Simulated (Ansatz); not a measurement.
## C₂H₁₀GeOSi: molecular dynamics (part 2 of 3)

The same run, continued: C₂H₁₀GeOSi; RKS BLYP-d3bjatm/6-31G* (Ansatz 0.2.0). The geometry comes from this level: PBE0-D4/def2-TZVP.

Geometry of the input (Å):
```
C  -0.6799  2.2322  0.3328
O  -0.9472  1.0174  -0.3249
Si 0.2019  -0.1372  -0.5814
C  -0.5942  -1.4767  -1.5949
Ge 1.0408  -0.9927  1.4880
H  -1.5820  2.8454  0.3001
H  0.1332  2.7840  -0.1538
H  -0.4087  2.0713  1.3828
H  1.3544  0.4699  -1.3165
H  0.1278  -2.2646  -1.8235
H  -1.4317  -1.9249  -1.0560
H  -0.9687  -1.0689  -2.5368
H  1.6276  0.1139  2.3854
H  2.1658  -2.0145  1.2326
H  -0.0611  -1.7054  2.2954
```

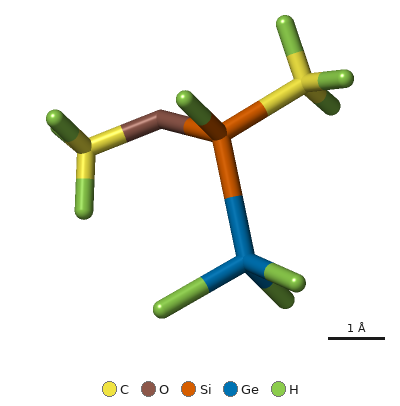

*The geometry at step 11 of the log (stick view, seen at a tilt).*

### Trajectory as extended XYZ, continued
```
15
Properties=species:S:1:pos:R:3:forces:R:3 step=3 time_fs=1.5 energy=-68672.35247 temperature=567.8
C    -0.6737    2.2363    0.3392   -1.2419   1.2157   0.2852
O    -0.9503    1.0168   -0.3303   -0.6917   0.1547   0.1074
Si    0.2059   -0.1390   -0.5777    0.4267  -0.2135   0.0018
C    -0.5941   -1.4787   -1.5869    1.3003  -0.3759   0.7757
Ge    1.0377   -0.9951    1.4846    0.5220   1.3170   0.6867
H    -1.6533    2.8733    0.2865    1.4682  -0.9047   0.3752
H     0.1023    2.8130   -0.2018    0.0919  -0.0090   0.1619
H    -0.3508    2.0762    1.4125   -0.3274   0.1948  -0.7160
H     1.3185    0.4903   -1.3360    0.3821   0.0560  -0.1470
H     0.1331   -2.2458   -1.8714    0.2051  -0.2957   0.1222
H    -1.3991   -1.9299   -1.0457   -0.8649  -0.5023   0.4033
H    -0.9273   -1.0571   -2.4872   -0.9251   0.7771  -1.6563
H     1.6839    0.2100    2.4192   -0.4876  -0.8537  -0.5820
H     2.1619   -2.0002    1.2848    0.5046  -0.4119  -0.1173
H    -0.0311   -1.7179    2.3057   -0.3623  -0.1487   0.2992
15
Properties=species:S:1:pos:R:3:forces:R:3 step=4 time_fs=2.0 energy=-68672.22331 temperature=491.9
C    -0.6720    2.2381    0.3415   -1.4198   1.3465   0.2139
O    -0.9516    1.0167   -0.3320   -0.6292   0.2164   0.2280
Si    0.2073   -0.1397   -0.5764    0.3783  -0.1669  -0.0233
C    -0.5936   -1.4795   -1.5840    1.5571  -0.4754   0.8659
Ge    1.0368   -0.9958    1.4834    0.6518   1.5592   0.8655
H    -1.6716    2.8792    0.2834    1.7907  -1.0938   0.4731
H     0.0927    2.8229   -0.2174    0.0147  -0.1024   0.2818
H    -0.3327    2.0786    1.4201   -0.4421   0.2418  -0.9682
H     1.3082    0.4974   -1.3432    0.4191   0.0430  -0.1392
H     0.1359   -2.2410   -1.8869    0.1601  -0.2644   0.1993
H    -1.3918   -1.9337   -1.0405   -0.9458  -0.5527   0.4106
H    -0.9172   -1.0501   -2.4774   -1.0796   0.8960  -1.8508
H     1.7009    0.2389    2.4283   -0.6181  -1.0678  -0.7290
H     2.1628   -1.9972    1.3018    0.5580  -0.4439  -0.1434
H    -0.0227   -1.7228    2.3105   -0.3952  -0.1357   0.3160
15
Properties=species:S:1:pos:R:3:forces:R:3 step=5 time_fs=2.5 energy=-68672.11014 temperature=425.1
C    -0.6706    2.2402    0.3438   -1.5116   1.4238   0.0987
O    -0.9529    1.0165   -0.3338   -0.5645   0.2663   0.3406
Si    0.2087   -0.1403   -0.5752    0.3367  -0.1066  -0.0574
C    -0.5928   -1.4804   -1.5809    1.6619  -0.5316   0.7918
Ge    1.0358   -0.9964    1.4824    0.7621   1.7163   1.0096
H    -1.6856    2.8825    0.2815    2.0023  -1.2101   0.5558
H     0.0831    2.8325   -0.2323   -0.0545  -0.1935   0.3995
H    -0.3156    2.0816    1.4253   -0.5362   0.2743  -1.1521
H     1.2989    0.5046   -1.3508    0.4414   0.0224  -0.1221
H     0.1390   -2.2368   -1.9021    0.0990  -0.2192   0.2766
H    -1.3868   -1.9388   -1.0344   -0.9436  -0.5546   0.3632
H    -0.9097   -1.0409   -2.4720   -1.1472   0.9080  -1.8269
H     1.7164    0.2653    2.4357   -0.7184  -1.2269  -0.8322
H     2.1650   -1.9953    1.3184    0.5853  -0.4540  -0.1644
H    -0.0153   -1.7281    2.3160   -0.4129  -0.1146   0.3192
15
Properties=species:S:1:pos:R:3:forces:R:3 step=6 time_fs=3.0 energy=-68672.02689 temperature=375.7
C    -0.6696    2.2426    0.3461   -1.5414   1.4549  -0.0539
O    -0.9544    1.0165   -0.3354   -0.4976   0.3023   0.4434
Si    0.2102   -0.1410   -0.5739    0.3005  -0.0330  -0.1009
C    -0.5917   -1.4815   -1.5777    1.6140  -0.5324   0.5585
Ge    1.0349   -0.9971    1.4813    0.8592   1.7963   1.1283
H    -1.6948    2.8829    0.2808    2.1176  -1.2652   0.6240
H     0.0734    2.8417   -0.2462   -0.1086  -0.2758   0.5075
H    -0.2997    2.0852    1.4277   -0.6067   0.2923  -1.2656
H     1.2907    0.5118   -1.3586    0.4495  -0.0059  -0.0957
H     0.1424   -2.2332   -1.9165    0.0277  -0.1658   0.3512
H    -1.3841   -1.9452   -1.0274   -0.8607  -0.5080   0.2631
H    -0.9049   -1.0296   -2.4709   -1.1300   0.8064  -1.5880
H     1.7302    0.2887    2.4411   -0.7931  -1.3396  -0.8997
H     2.1686   -1.9944    1.3347    0.5848  -0.4413  -0.1811
H    -0.0088   -1.7336    2.3223   -0.4153  -0.0852   0.3088
15
Properties=species:S:1:pos:R:3:forces:R:3 step=7 time_fs=3.5 energy=-68671.97647 temperature=345.5
C    -0.6688    2.2452    0.3485   -1.5251   1.4430  -0.2369
O    -0.9559    1.0164   -0.3371   -0.4288   0.3233   0.5354
Si    0.2117   -0.1416   -0.5727    0.2680   0.0528  -0.1538
C    -0.5903   -1.4826   -1.5744    1.4370  -0.4824   0.2073
Ge    1.0339   -0.9976    1.4803    0.9485   1.8096   1.2303
H    -1.6990    2.8802    0.2817    2.1450  -1.2666   0.6783
H     0.0634    2.8503   -0.2589   -0.1423  -0.3440   0.5990
H    -0.2854    2.0895    1.4272   -0.6515   0.2961  -1.3083
H     1.2835    0.5191   -1.3666    0.4447  -0.0411  -0.0605
H     0.1459   -2.2299   -1.9301   -0.0476  -0.1098   0.4199
H    -1.3834   -1.9528   -1.0197   -0.7100  -0.4190   0.1201
H    -0.9028   -1.0164   -2.4737   -1.0444   0.6081  -1.1818
H     1.7422    0.3089    2.4443   -0.8471  -1.4152  -0.9395
H     2.1736   -1.9947    1.3504    0.5566  -0.4068  -0.1944
H    -0.0033   -1.7393    2.3294   -0.4030  -0.0479   0.2849
15
Properties=species:S:1:pos:R:3:forces:R:3 step=8 time_fs=4.0 energy=-68671.95402 temperature=331.9
C    -0.6684    2.2482    0.3507   -1.4686   1.3865  -0.4443
O    -0.9575    1.0164   -0.3386   -0.3585   0.3295   0.6158
Si    0.2132   -0.1423   -0.5715    0.2371   0.1484  -0.2151
C    -0.5886   -1.4838   -1.5710    1.1689  -0.3981  -0.2009
Ge    1.0331   -0.9981    1.4793    1.0345   1.7689   1.3229
H    -1.6980    2.8746    0.2842    2.0860  -1.2165   0.7191
H     0.0530    2.8580   -0.2702   -0.1529  -0.3939   0.6685
H    -0.2726    2.0946    1.4235   -0.6685   0.2861  -1.2806
H     1.2774    0.5262   -1.3748    0.4288  -0.0823  -0.0177
H     0.1493   -2.2269   -1.9427   -0.1206  -0.0565   0.4798
H    -1.3844   -1.9614   -1.0118   -0.5117  -0.2988  -0.0504
H    -0.9032   -1.0017   -2.4792   -0.9140   0.3463  -0.6810
H     1.7520    0.3257    2.4453   -0.8855  -1.4630  -0.9591
H     2.1799   -1.9959    1.3658    0.5027  -0.3528  -0.2057
H     0.0012   -1.7451    2.3371   -0.3774  -0.0038   0.2487
15
Properties=species:S:1:pos:R:3:forces:R:3 step=9 time_fs=4.5 energy=-68671.95125 temperature=330.0
C    -0.6682    2.2514    0.3529   -1.3685   1.2795  -0.6713
O    -0.9591    1.0165   -0.3400   -0.2872   0.3222   0.6846
Si    0.2147   -0.1429   -0.5703    0.2063   0.2508  -0.2833
C    -0.5866   -1.4851   -1.5676    0.8507  -0.2981  -0.6071
Ge    1.0322   -0.9986    1.4784    1.1196   1.6871   1.4114
H    -1.6920    2.8660    0.2884    1.9337  -1.1129   0.7464
H     0.0424    2.8647   -0.2799   -0.1396  -0.4226   0.7117
H    -0.2614    2.1003    1.4167   -0.6554   0.2624  -1.1827
H     1.2723    0.5331   -1.3831    0.4041  -0.1277   0.0311
H     0.1523   -2.2240   -1.9542   -0.1860  -0.0105   0.5283
H    -1.3867   -1.9708   -1.0040   -0.2887  -0.1609  -0.2311
H    -0.9058   -0.9861   -2.4865   -0.7622   0.0583  -0.1592
H     1.7598    0.3390    2.4440   -0.9126  -1.4908  -0.9645
H     2.1875   -1.9979    1.3806    0.4267  -0.2829  -0.2160
H     0.0049   -1.7510    2.3454   -0.3408   0.0459   0.2018
15
Properties=species:S:1:pos:R:3:forces:R:3 step=10 time_fs=5.0 energy=-68671.95958 temperature=334.7
C    -0.6683    2.2549    0.3550   -1.2127   1.1124  -0.9142
O    -0.9608    1.0166   -0.3414   -0.2154   0.3036   0.7420
Si    0.2163   -0.1436   -0.5691    0.1739   0.3565  -0.3562
C    -0.5845   -1.4864   -1.5644    0.5175  -0.1967  -0.9685
Ge    1.0314   -0.9989    1.4775    1.2046   1.5759   1.4987
H    -1.6814    2.8548    0.2944    1.6743  -0.9491   0.7597
H     0.0313    2.8705   -0.2879   -0.1031  -0.4281   0.7257
H    -0.2518    2.1066    1.4071   -0.6099   0.2252  -1.0155
H     1.2682    0.5398   -1.3912    0.3730  -0.1757   0.0840
H     0.1549   -2.2212   -1.9644   -0.2387   0.0247   0.5634
H    -1.3896   -1.9805   -0.9967   -0.0628  -0.0185  -0.4052
H    -0.9102   -0.9705   -2.4940   -0.6074  -0.2239   0.3264
H     1.7654    0.3488    2.4404   -0.9312  -1.5044  -0.9601
H     2.1960   -2.0006    1.3949    0.3334  -0.2016  -0.2265
H     0.0077   -1.7567    2.3542   -0.2956   0.0996   0.1464
15
Properties=species:S:1:pos:R:3:forces:R:3 step=11 time_fs=5.5 energy=-68671.97104 temperature=341.3
C    -0.6687    2.2586    0.3568   -0.9818   0.8728  -1.1697
O    -0.9625    1.0168   -0.3426   -0.1441   0.2766   0.7890
Si    0.2179   -0.1442   -0.5680    0.1390   0.4614  -0.4312
C    -0.5823   -1.4878   -1.5614    0.1949  -0.1007  -1.2621
Ge    1.0307   -0.9993    1.4767    1.2886   1.4453   1.5854
H    -1.6668    2.8413    0.3022    1.2886  -0.7163   0.7586
H     0.0201    2.8752   -0.2942   -0.0455  -0.4093   0.7088
H    -0.2436    2.1135    1.3951   -0.5301   0.1747  -0.7814
H     1.2650    0.5460   -1.3992    0.3379  -0.2243   0.1389
H     0.1570   -2.2183   -1.9732   -0.2749   0.0462   0.5833
H    -1.3927   -1.9903   -0.9904    0.1482   0.1169  -0.5594
H    -0.9160   -0.9553   -2.5008   -0.4613  -0.4784   0.7408
H     1.7687    0.3549    2.4345   -0.9432  -1.5068  -0.9480
H     2.2054   -2.0038    1.4087    0.2282  -0.1134  -0.2377
H     0.0097   -1.7622    2.3634   -0.2446   0.1552   0.0847
15
Properties=species:S:1:pos:R:3:forces:R:3 step=12 time_fs=6.0 energy=-68671.97805 temperature=345.3
C    -0.6692    2.2625    0.3585   -0.6542   0.5489  -1.4338
O    -0.9642    1.0170   -0.3437   -0.0741   0.2452   0.8266
Si    0.2194   -0.1447   -0.5669    0.1012   0.5618  -0.5056
C    -0.5800   -1.4892   -1.5586   -0.1013  -0.0109  -1.4812
Ge    1.0299   -0.9995    1.4759    1.3695   1.3031   1.6700
H    -1.6491    2.8260    0.3118    0.7576  -0.4062   0.7441
H     0.0087    2.8790   -0.2987    0.0297  -0.3661   0.6607
H    -0.2367    2.1208    1.3812   -0.4157   0.1117  -0.4862
H     1.2626    0.5516   -1.4068    0.3012  -0.2716   0.1937
H     0.1584   -2.2153   -1.9807   -0.2917   0.0521   0.5871
H    -1.3955   -1.9998   -0.9855    0.3312   0.2365  -0.6839
H    -0.9230   -0.9413   -2.5059   -0.3305  -0.6933   1.0682
H     1.7698    0.3574    2.4263   -0.9491  -1.4993  -0.9289
H     2.2153   -2.0073    1.4219    0.1165  -0.0231  -0.2501
H     0.0113   -1.7673    2.3727   -0.1904   0.2111   0.0193
15
Properties=species:S:1:pos:R:3:forces:R:3 step=13 time_fs=6.5 energy=-68671.97384 temperature=342.7
C    -0.6699    2.2664    0.3598   -0.2146   0.1352  -1.7005
O    -0.9660    1.0172   -0.3447   -0.0060   0.2134   0.8564
Si    0.2210   -0.1452   -0.5658    0.0604   0.6538  -0.5766
C    -0.5778   -1.4906   -1.5561   -0.3617   0.0756  -1.6288
Ge    1.0293   -0.9998    1.4752    1.4448   1.1552   1.7502
H    -1.6296    2.8098    0.3232    0.0724  -0.0171   0.7194
H    -0.0026    2.8818   -0.3017    0.1181  -0.2995   0.5826
H    -0.2308    2.1284    1.3661   -0.2690   0.0379  -0.1421
H     1.2609    0.5567   -1.4140    0.2647  -0.3157   0.2464
H     0.1591   -2.2122   -1.9868   -0.2874   0.0418   0.5743
H    -1.3974   -2.0088   -0.9822    0.4773   0.3342  -0.7727
H    -0.9308   -0.9290   -2.5084   -0.2175  -0.8637   1.3058
H     1.7687    0.3564    2.4159   -0.9490  -1.4818  -0.9028
H     2.2255   -2.0108    1.4345    0.0032   0.0655  -0.2640
H     0.0123   -1.7719    2.3821   -0.1357   0.2652  -0.0475
15
Properties=species:S:1:pos:R:3:forces:R:3 step=14 time_fs=7.0 energy=-68671.95461 temperature=331.4
C    -0.6706    2.2705    0.3608    0.3295  -0.3580  -1.9610
O    -0.9677    1.0175   -0.3455    0.0594   0.1854   0.8800
Si    0.2226   -0.1457   -0.5648    0.0169   0.7340  -0.6420
C    -0.5756   -1.4920   -1.5540   -0.5816   0.1623  -1.7124
Ge    1.0286   -1.0000    1.4745    1.5116   1.0052   1.8227
H    -1.6099    2.7936    0.3363   -0.7475   0.4368   0.6912
H    -0.0137    2.8840   -0.3033    0.2141  -0.2115   0.4772
H    -0.2255    2.1360    1.3507   -0.0971  -0.0437   0.2307
H     1.2598    0.5609   -1.4206    0.2301  -0.3552   0.2954
H     0.1591   -2.2089   -1.9914   -0.2616   0.0157   0.5451
H    -1.3982   -2.0169   -0.9807    0.5816   0.4058  -0.8225
H    -0.9391   -0.9187   -2.5077   -0.1235  -0.9890   1.4573
H     1.7652    0.3518    2.4034   -0.9418  -1.4529  -0.8687
H     2.2357   -2.0142    1.4465   -0.1075   0.1489  -0.2793
H     0.0130   -1.7759    2.3914   -0.0826   0.3162  -0.1137
15
Properties=species:S:1:pos:R:3:forces:R:3 step=15 time_fs=7.5 energy=-68671.92353 temperature=313.4
C    -0.6713    2.2744    0.3614    0.9271  -0.8941  -2.2011
O    -0.9695    1.0178   -0.3463    0.1220   0.1647   0.8991
Si    0.2242   -0.1461   -0.5638   -0.0289   0.7995  -0.6997
C    -0.5735   -1.4934   -1.5522   -0.7575   0.2516  -1.7402
Ge    1.0281   -1.0001    1.4739    1.5664   0.8541   1.8828
H    -1.5920    2.7784    0.3511   -1.6336   0.9148   0.6685
H    -0.0242    2.8856   -0.3037    0.3116  -0.1056   0.3494
H    -0.2205    2.1436    1.3358    0.0876  -0.1284   0.6026
H     1.2593    0.5643   -1.4264    0.1987  -0.3886   0.3391
H     0.1585   -2.2056   -1.9948   -0.2154  -0.0247   0.5003
H    -1.3976   -2.0241   -0.9812    0.6412   0.4487  -0.8318
H    -0.9476   -0.9108   -2.5036   -0.0486  -1.0700   1.5283
H     1.7595    0.3437    2.3887   -0.9258  -1.4093  -0.8241
H     2.2456   -2.0172    1.4579   -0.2121   0.2247  -0.2958
H     0.0136   -1.7791    2.4004   -0.0329   0.3625  -0.1774
15
Properties=species:S:1:pos:R:3:forces:R:3 step=16 time_fs=8.0 energy=-68671.89397 temperature=296.7
C    -0.6718    2.2782    0.3616    1.4703  -1.4041  -2.3993
O    -0.9712    1.0181   -0.3468    0.1819   0.1539   0.9151
Si    0.2258   -0.1464   -0.5629   -0.0763   0.8481  -0.7483
C    -0.5716   -1.4947   -1.5507   -0.8856   0.3434  -1.7189
Ge    1.0275   -1.0003    1.4733    1.6048   0.6992   1.9248
H    -1.5781    2.7654    0.3675   -2.4547   1.3457   0.6590
H    -0.0339    2.8870   -0.3033    0.4041   0.0131   0.2055
H    -0.2152    2.1508    1.3224    0.2673  -0.2102   0.9366
H     1.2593    0.5668   -1.4315    0.1716  -0.4152   0.3762
H     0.1573   -2.2024   -1.9970   -0.1511  -0.0766   0.4416
H    -1.3955   -2.0302   -0.9837    0.6551   0.4613  -0.8006
H    -0.9563   -0.9055   -2.4958    0.0065  -1.1074   1.5235
H     1.7516    0.3323    2.3721   -0.8978  -1.3451  -0.7651
H     2.2551   -2.0197    1.4685   -0.3078   0.2908  -0.3132
H     0.0140   -1.7815    2.4090    0.0117   0.4031  -0.2369
15
Properties=species:S:1:pos:R:3:forces:R:3 step=17 time_fs=8.5 energy=-68671.88741 temperature=293.7
C    -0.6720    2.2817    0.3612    1.8109  -1.7992  -2.5231
O    -0.9729    1.0185   -0.3473    0.2395   0.1545   0.9286
Si    0.2274   -0.1466   -0.5621   -0.1250   0.8782  -0.7868
C    -0.5699   -1.4960   -1.5496   -0.9607   0.4343  -1.6531
Ge    1.0271   -1.0004    1.4729    1.6215   0.5346   1.9412
H    -1.5699    2.7556    0.3855   -3.0357   1.6399   0.6612
H    -0.0428    2.8885   -0.3024    0.4853   0.1380   0.0543
H    -0.2093    2.1576    1.3112    0.4201  -0.2825   1.1925
H     1.2597    0.5683   -1.4356    0.1494  -0.4340   0.4059
H     0.1558   -2.1994   -1.9981   -0.0728  -0.1359   0.3714
H    -1.3918   -2.0352   -0.9881    0.6233   0.4424  -0.7292
H    -0.9650   -0.9028   -2.4844    0.0402  -1.1007   1.4452
H     1.7415    0.3176    2.3537   -0.8532  -1.2519  -0.6865
H     2.2638   -2.0214    1.4783   -0.3925   0.3457  -0.3311
H     0.0145   -1.7829    2.4170    0.0498   0.4366  -0.2907
15
Properties=species:S:1:pos:R:3:forces:R:3 step=18 time_fs=9.0 energy=-68671.92305 temperature=315.1
C    -0.6718    2.2848    0.3604    1.8186  -2.0034  -2.5324
O    -0.9745    1.0188   -0.3476    0.2952   0.1667   0.9402
Si    0.2290   -0.1468   -0.5613   -0.1747   0.8893  -0.8146
C    -0.5684   -1.4971   -1.5488   -0.9760   0.5176  -1.5449
Ge    1.0266   -1.0005    1.4725    1.6105   0.3526   1.9245
H    -1.5691    2.7497    0.4050   -3.2192   1.7237   0.6593
H    -0.0504    2.8902   -0.3014    0.5486   0.2603  -0.0942
H    -0.2024    2.1637    1.3029    0.5248  -0.3390   1.3354
H     1.2604    0.5688   -1.4388    0.1327  -0.4445   0.4275
H     0.1542   -2.1967   -1.9983    0.0140  -0.1975   0.2933
H    -1.3866   -2.0391   -0.9943    0.5468   0.3914  -0.6189
H    -0.9736   -0.9027   -2.4695    0.0498  -1.0481   1.2935
H     1.7294    0.3000    2.3336   -0.7868  -1.1197  -0.5821
H     2.2715   -2.0224    1.4874   -0.4643   0.3884  -0.3490
H     0.0151   -1.7832    2.4244    0.0802   0.4623  -0.3375
```
